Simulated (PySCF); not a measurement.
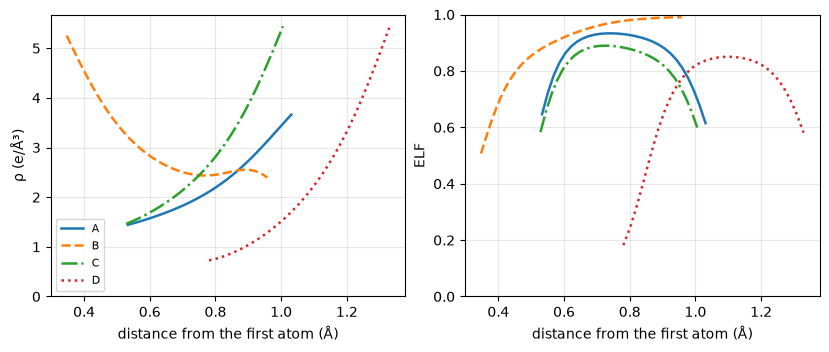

AlB₃H₇N₃O₃ (SMILES [OH][Al]([OH])[O]B1NBNBN1). Electron density and electron localisation function along straight lines between neighbouring atoms. The curves leave out the atomic cores.

Geometry: PBE0-D3(BJ)/def2-SVP.

Theory: PBE0/pcSseg-1, SCF density, gas phase, non-relativistic (PySCF 2.14.0).

Input file:

```
{"job": {"kind": "nmr", "xc": "PBE0", "basis": "pcSseg-1"}, "charge": 0, "multiplicity": 1}
N      1.678293     0.455398    -0.019738
B      2.220776     1.348349    -0.983672
N      1.320707     1.924371    -1.931603
B     -0.075979     1.626807    -1.940363
N     -0.564798     0.727745    -0.952038
B      0.283002     0.117339     0.036139
O     -0.191286    -0.731381     0.991624
Al    -1.323934    -1.804339     1.635110
O     -1.446554    -2.058348     3.305276
O     -2.360832    -2.641744     0.591903
H      2.291571     0.035650     0.666486
H      3.402242     1.612990    -1.001040
H      1.686594     2.561859    -2.625384
H     -0.817299     2.121484    -2.759860
H     -1.548388     0.490160    -0.956747
H     -0.900411    -1.627922     3.964176
H     -3.010932    -3.273877     0.902222
```

Command:

```sh
OMP_NUM_THREADS=1 python cluster_run.py task.json out
```

**Which curve belongs to which contact (Al–O, B–N, B–O and O–H)? The first atom named is at distance zero.**

Curve A: B–N (1.42 Å): ρ at the midpoint is about 1.9 e/Å³; the ELF peaks at about 0.95 between the atoms; a short, strongly polar bond. Curve B: O–H (0.96 Å): ρ is about 3.7 e/Å³ halfway; the ELF climbs to about 1 towards the hydrogen, as it does in any bond to H; an ordinary covalent bond to hydrogen. Curve C: B–O (1.36 Å): ρ is about 2 e/Å³ halfway; the ELF peaks at about 0.90 between the atoms (a polar covalent bond). Curve D: Al–O (1.69 Å): the density is about 0.86 e/Å³ at the midpoint; the ELF peaks at about 0.85 in the valence shell of O, 0.6 Å from its nucleus, and is about 0.40 at the midpoint.
